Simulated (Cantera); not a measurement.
Input: 1 mol Ti, 19 mol H2, at 1.50 mbar.

Method: chemical equilibrium by Gibbs-energy minimisation in Cantera with the NASA 1993 tables (ideal gas, pure condensed phases). Candidate condensed phases: Ti; 3 gas species. The numbers say what is thermodynamically allowed, not how fast it happens.

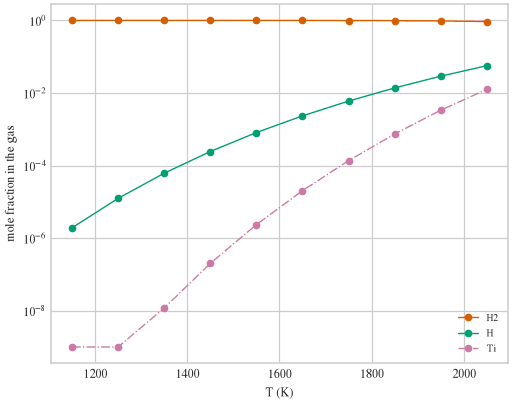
*Equilibrium gas composition (values under 1e-9 drawn at 1e-9)*

At 1150 K the condensed part is Ti(α). From 1250 K to 1850 K the condensed part is Ti(β). From 1950 K to 2050 K the condensed part is Ti(l).
